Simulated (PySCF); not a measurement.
# Cl2 (chlorine) at GHF/x2c-TZVPPall (X2C-SO)

Wanted: a single-point energy of Cl2 (chlorine). The job is set up through a Python script.

The calculation is run with PySCF 2.14.0.

4 further runs of the same task are left out: 1 that didn't finish, 3 set aside as unsound or not needed.

## 1. Starting point

Cl2 has 2 atoms, charge 0, and is taken as a singlet. As SMILES, `ClCl`. Geometry: embedded from SMILES.

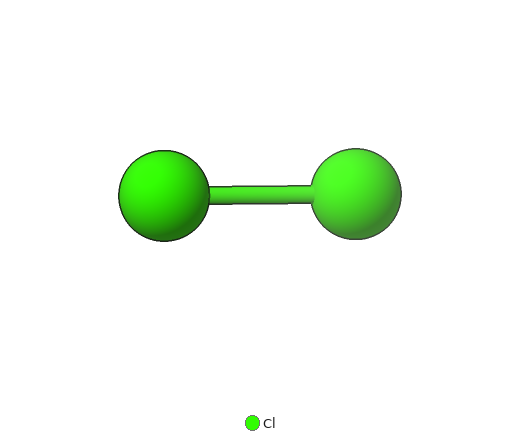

The structure, seen from a chosen angle (chlorine green).

## 2. The energy at GHF/x2c-TZVPPall (X2C-SO)

File job.py:

```python
from pyscf import gto, scf
from rdkit import Chem
from rdkit.Chem import AllChem

rd = Chem.AddHs(Chem.MolFromSmiles('ClCl'))
AllChem.EmbedMolecule(rd, randomSeed=499)
AllChem.UFFOptimizeMolecule(rd)
xyz = rd.GetConformer().GetPositions()
geom = [(a.GetSymbol(), tuple(x)) for a, x in zip(rd.GetAtoms(), xyz)]
for s, x in geom:
    print('%-2s %12.6f %12.6f %12.6f' % (s, *x))

mol = gto.M(
    atom=geom,
    verbose=4,
    max_memory=1860,
    charge=0,
    basis='x2c-tzvppall',
)

mf = scf.GHF(mol).x2c1e()
mf.kernel()

energy = mf.e_tot
print(f'total energy: {energy:.8f} hartree')
```

Command:

```console
OMP_NUM_THREADS=1 python job.py
```

Q: Predict the results. Wanted: total energy; dipole moment; HOMO energy; LUMO energy; HOMO–LUMO gap.

Computed results:

Level: GHF/x2c-TZVPPall (X2C-SO).

| quantity | value |
| --- | --- |
| total energy | -921.80128 Eh |
| dipole moment | 0.00 D |
| HOMO energy | -12.23 eV |
| LUMO energy | 0.30 eV |
| HOMO–LUMO gap | 12.53 eV |
